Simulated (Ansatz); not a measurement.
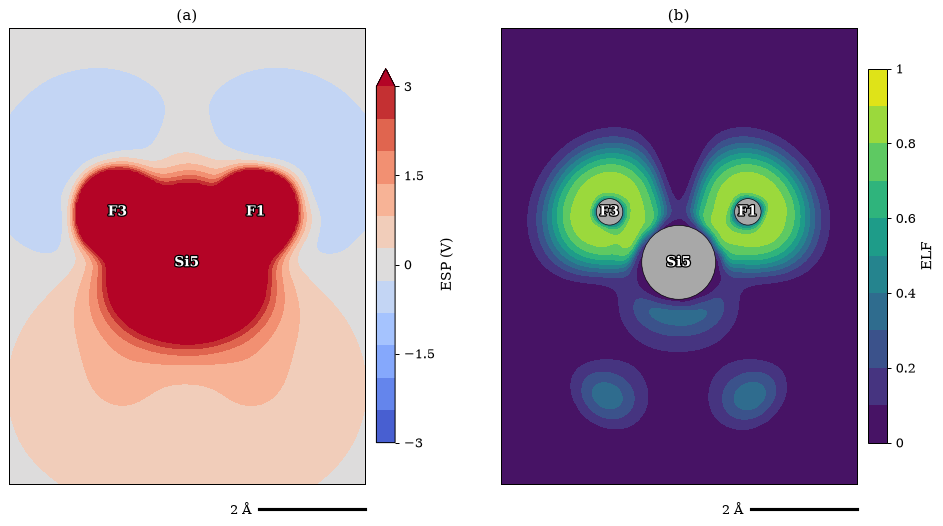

The picture shows: F3H2PSi (SMILES F[Si](F)(F)P). (a) molecular electrostatic potential; (b) ELF on the plane of atoms F1, Si5 and F3. Grey discs cover the atomic cores in the ELF map.

Geometry: PBE-D3(BJ)/def2-SVP.

Computed with isolated molecule in a Gaussian basis; Kohn-Sham density functional theory, functional PBE0 (Ansatz).

```yaml
atoms:
  - { symbol: F, position_ang: [-0.9818, -1.6626, -3.2556] }
  - { symbol: F, position_ang: [-0.1681, -1.9039, -0.7948] }
  - { symbol: F, position_ang: [1.4994, -1.1143, -2.6312] }
  - { symbol: P, position_ang: [-0.5831, 1.1637, -1.8376] }
  - { symbol: Si, position_ang: [-0.0350, -0.9884, -2.1272] }
  - { symbol: H, position_ang: [-1.7733, 0.7766, -1.1223] }
  - { symbol: H, position_ang: [0.2033, 1.2136, -0.6304] }
```

**Describe what can be read from this map.**

The plane passes through F and Si nuclei.
Si–F (1.62 Å): the ELF peaks at about 0.85 in the valence shell of F, 0.6 Å from its nucleus, and is about 0.55 at the midpoint.
The ELF also peaks beside F1 and F3, away from the bonds: lone-pair regions.
Outside the dense part of the molecule the potential is most negative (−0.7 V) near F1 and F3.
